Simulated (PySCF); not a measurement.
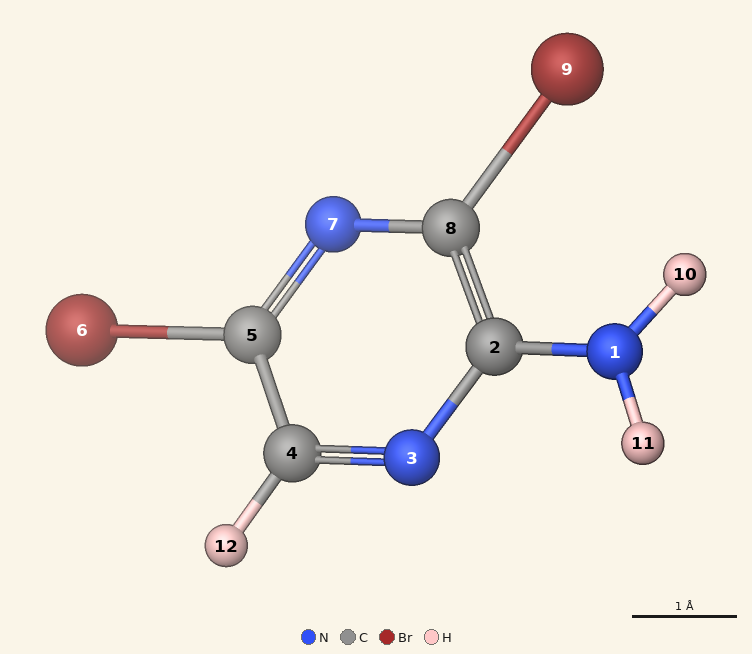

Orthographic view. Depth is shown by fading: the farther an atom, the more it takes the colour of the background. Computed geometry: PBE0-D3(BJ)/def2-SVP optimisation. No frequency run is at hand to confirm it as a minimum.

Write a MOL file (V2000) with the atoms in numerical order, bonds sorted by atom number with the orders drawn, and coordinates in the frame of the picture: x right, y up, z towards the viewer, origin at the mean position.

```
C4H3Br2N3
                    3D

 12 12  0  0  0  0  0  0  0  0999 V2000
    1.8700   -0.1300    1.1400 N   0  0  0  0  0  0  0  0  0  0  0  0
    0.7100   -0.0800    0.4500 C   0  0  0  0  0  0  0  0  0  0  0  0
   -0.0900   -1.1500    0.4600 N   0  0  0  0  0  0  0  0  0  0  0  0
   -1.2400   -1.1100   -0.1900 C   0  0  0  0  0  0  0  0  0  0  0  0
   -1.6300    0.0300   -0.8900 C   0  0  0  0  0  0  0  0  0  0  0  0
   -3.2700    0.0800   -1.8200 Br  0  0  0  0  0  0  0  0  0  0  0  0
   -0.8500    1.1000   -0.9300 N   0  0  0  0  0  0  0  0  0  0  0  0
    0.2900    1.0600   -0.2900 C   0  0  0  0  0  0  0  0  0  0  0  0
    1.4100    2.5900   -0.3500 Br  0  0  0  0  0  0  0  0  0  0  0  0
    2.5400    0.6100    1.0400 H   0  0  0  0  0  0  0  0  0  0  0  0
    2.1400   -1.0100    1.5400 H   0  0  0  0  0  0  0  0  0  0  0  0
   -1.8800   -2.0000   -0.1600 H   0  0  0  0  0  0  0  0  0  0  0  0
  1  2  1  0
  1 10  1  0
  1 11  1  0
  2  3  1  0
  2  8  2  0
  3  4  2  0
  4  5  1  0
  4 12  1  0
  5  6  1  0
  5  7  2  0
  7  8  1  0
  8  9  1  0
M  END
```
